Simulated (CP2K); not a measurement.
# GaSiN2H5O (SMILES [NH2][Ga]1[NH][SiH2][O]1) at GFN2-xTB

What is the energy difference between two shapes of GaSiN2H5O at GFN2-xTB? 

Program for the calculation: CP2K 2026.2.

8 further runs of the same task are left out: 1 that didn't finish, 7 set aside as unsound or not needed.

## 1. Starting point

GaSiN2H5O: 10 atoms, total charge 0, spin state singlet. SMILES: `[NH2][Ga]1[NH][SiH2][O]1`. Geometry: a GFN2-xTB relaxation, a rough one for these elements and not checked as a minimum.

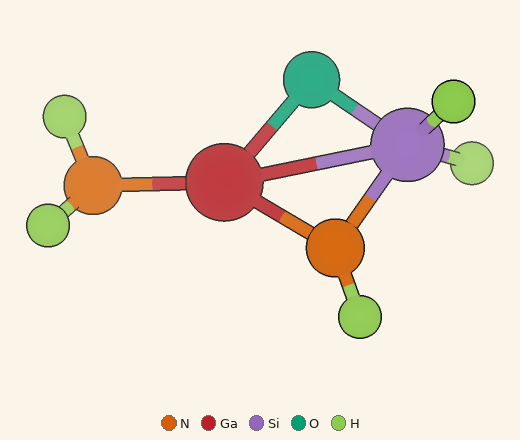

Viewed from a chosen angle; nitrogen orange, gallium red, silicon purple, oxygen teal, hydrogen green.

## 2. The energy at GFN2-xTB

mol.inp reads:

```
&GLOBAL
    PROJECT_NAME mol
    RUN_TYPE ENERGY
    PRINT_LEVEL MEDIUM
&END GLOBAL
&FORCE_EVAL
    METHOD QS
    &DFT
        CHARGE 0
        MULTIPLICITY 1
        # Quickstep
        &QS
            METHOD XTB
            EPS_DEFAULT 1.0E-10
            &XTB
                GFN_TYPE TBLITE
                &TBLITE
                    METHOD GFN2
                &END TBLITE
                CHECK_ATOMIC_CHARGES F
            &END XTB
        &END QS
        &POISSON
            PERIODIC NONE
            POISSON_SOLVER ANALYTIC
        &END POISSON
        &SCF
            SCF_GUESS ATOMIC
            EPS_SCF 1.0E-06
            MAX_SCF 150
            ADDED_MOS 2
            &DIAGONALIZATION
                ALGORITHM STANDARD
            &END DIAGONALIZATION
            &MIXING
                METHOD DIRECT_P_MIXING
                ALPHA 0.4
            &END MIXING
            &SMEAR ON
                METHOD FERMI_DIRAC
                ELECTRONIC_TEMPERATURE [K] 300
            &END SMEAR
        &END SCF
        # extra output
        &PRINT
            &MOMENTS
                PERIODIC F
                REFERENCE COM
                MAX_MOMENT 1
            &END MOMENTS
            &MO ON
                ENERGIES T
                OCCUPATION_NUMBERS T
                NDIGITS 6
                &EACH
                    QS_SCF 0
                &END EACH
                ADD_LAST NUMERIC
            &END MO
            &HIRSHFELD OFF
            &END HIRSHFELD
        &END PRINT
    &END DFT
    # structure
    &SUBSYS
        # box in angstrom
        &CELL
            ABC [angstrom] 17.3 16.2 16
            PERIODIC NONE
        &END CELL
        &COORD
            N      6.963435     9.199425     6.061995
            Ga     8.149575     8.436235     7.252305
            N      8.644805     6.975605     8.300125
            Si    10.213395     7.749865     8.587575
            O      9.789635     9.117445     7.785475
            H      7.099545    10.205645     5.994395
            H      5.976955     9.024225     6.220985
            H      8.438835     5.994355     8.401555
            H     10.393935     8.036385    10.005605
            H     11.323045     7.073965     7.920745
        &END COORD
    &END SUBSYS
&END FORCE_EVAL
```

Command:

```console
$ OMP_NUM_THREADS=1 cp2k.psmp mol.inp > mol.out
```

Standard output:

```text
CP2K| version string:                                       CP2K version 2026.2
[...]
 GLOBAL| Method name                                                        CP2K
[...]
 GLOBAL| Run type                                                         ENERGY
[...]
                             - Atoms:                                         10
[...]
                             - Spherical basis functions:                     35
[...]
 Number of electrons:                                                         28
[...]
  *** SCF run converged in    21 steps ***
[...]
  Fermi energy:                                                -0.31172877613125
[...]
 TB_DIPOLE| Moment [Debye]         -1.42221392      -0.90231273       0.14615245
 TB_DIPOLE| Derivative [a.u.]       0.00000000       0.00000000       0.00000000
[...]
 ENERGY| Total FORCE_EVAL ( QS ) energy [hartree]            -15.459098874884900
[...]
```

It took 1.2 s on 1 thread of Intel Xeon Platinum 8488C (Sapphire Rapids), shared host; peak memory 0.19 GiB.

## 3. The distorted shape, same level

gas.inp reads:

```
&GLOBAL
    PROJECT gas
    RUN_TYPE ENERGY
    PRINT_LEVEL MEDIUM
&END GLOBAL
&FORCE_EVAL
    METHOD Quickstep
    &DFT
        CHARGE 0
        MULTIPLICITY 1
        &QS
            METHOD XTB
            EPS_DEFAULT 1.0E-10
            &XTB
                GFN_TYPE TBLITE
                &TBLITE
                    METHOD GFN2
                &END TBLITE
                CHECK_ATOMIC_CHARGES F
            &END XTB
        &END QS
        &POISSON
            PERIODIC NONE
            POISSON_SOLVER ANALYTIC
        &END POISSON
        &SCF
            SCF_GUESS ATOMIC
            EPS_SCF 1.0E-06
            MAX_SCF 150
            ADDED_MOS 2
            &DIAGONALIZATION
                ALGORITHM STANDARD
            &END DIAGONALIZATION
            &MIXING
                METHOD DIRECT_P_MIXING
                ALPHA 0.4
            &END MIXING
            &SMEAR ON
                METHOD FERMI_DIRAC
                ELECTRONIC_TEMPERATURE [K] 300
            &END SMEAR
        &END SCF
        &PRINT
            &MOMENTS
                PERIODIC F
                REFERENCE COM
                MAX_MOMENT 1
            &END MOMENTS
            &MO ON
                ENERGIES T
                OCCUPATION_NUMBERS T
                NDIGITS 6
                &EACH
                    QS_SCF 0
                &END EACH
                ADD_LAST NUMERIC
            &END MO
            &HIRSHFELD OFF
            &END HIRSHFELD
        &END PRINT
    &END DFT
    # atoms, cell and kinds
    &SUBSYS
        # vacuum box
        &CELL
            ABC [angstrom] 17.5 16.2 16.1
            PERIODIC NONE
        &END CELL
        &COORD
            N      7.078996     9.013289     6.025284
            Ga     8.135835     8.576384     7.237599
            N      8.789487     6.824074     8.291985
            Si    10.259396     7.801700     8.454846
            O      9.953379     9.173690     7.849504
            H      7.315511    10.211944     5.986042
            H      6.007036     8.786096     6.181800
            H      8.608823     5.988056     8.289816
            H     10.476467     8.021370    10.113958
            H     11.492964     7.000799     7.953557
        &END COORD
    &END SUBSYS
&END FORCE_EVAL
```

Command:

```console
$ OMP_NUM_THREADS=1 cp2k.psmp -i gas.inp > gas.out 2>&1
```

Standard output:

```text
CP2K| version string:                                       CP2K version 2026.2
[...]
 GLOBAL| Method name                                                        CP2K
[...]
 GLOBAL| Run type                                                         ENERGY
[...]
                             - Atoms:                                         10
[...]
                             - Spherical basis functions:                     35
[...]
 Number of electrons:                                                         28
[...]
  *** SCF run converged in    20 steps ***
[...]
  Fermi energy:                                                -0.33158405411664
[...]
 TB_DIPOLE| Moment [Debye]         -3.38676384       0.42959207      -1.93671082
 TB_DIPOLE| Derivative [a.u.]       0.00000000       0.00000000       0.00000000
[...]
 ENERGY| Total FORCE_EVAL ( QS ) energy [hartree]            -15.353842139940554
[...]
```

It took 1.1 s on 1 thread of Intel Xeon Platinum 8488C (Sapphire Rapids), shared host; peak memory 0.19 GiB.

## 4. Summary of results

At GFN2-xTB:

| quantity | value |
| --- | --- |
| first shape: total energy | -15.45910 Eh |
| first shape: dipole moment (from atomic charges alone) | 1.69 D |
| first shape: HOMO energy | -10.27 eV |
| first shape: LUMO energy | -7.59 eV |
| first shape: HOMO–LUMO gap | 2.68 eV |
| distorted shape: total energy | -15.35384 Eh |
| distorted shape: dipole moment (from atomic charges alone) | 3.92 D |
| distorted shape: HOMO energy | -9.79 eV |
| distorted shape: LUMO energy | -8.25 eV |
| distorted shape: HOMO–LUMO gap | 1.54 eV |
| energy change with the atoms displaced | 2.864 eV |

**Reading.** With the atoms displaced the energy rises by 2.86 eV (276 kJ/mol). The dipole (first shape) comes from point charges on the atoms alone, without atomic dipoles, so it is partial. The dipole (distorted shape) comes from point charges on the atoms alone, without atomic dipoles, so it is partial.
